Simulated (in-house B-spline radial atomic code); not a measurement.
System: the nickel ion Ni³⁺, configuration [Ar] 3d7 (high spin). All runs are scalar-relativistic, spin-polarised and spherical, computed with an in-house B-spline radial code (spin-free X2C). Hartree-Fock is the average over the configuration. Wanted, and plotted below: the eigenvalue (eV) of the 3p down orbital by 5 methods.

The deepest is Hartree-Fock (−124) and the shallowest BLYP (−108), a spread of 15.5 eV. In order (eV): Hartree-Fock (−124), revTPSS (−109), LDA (VWN5) (−109), RPBE (−109), BLYP (−108). On the whole, exact exchange removes self-interaction and deepens occupied levels.

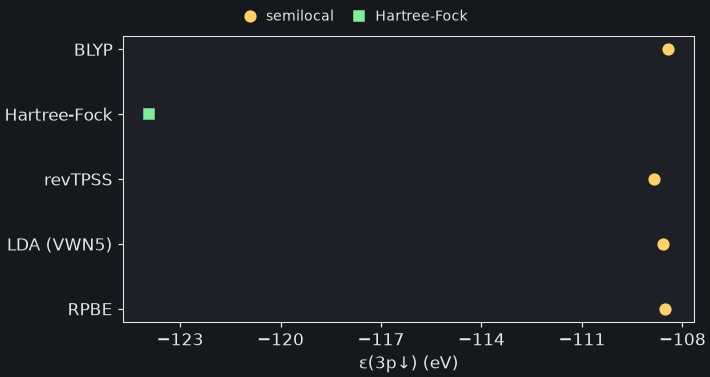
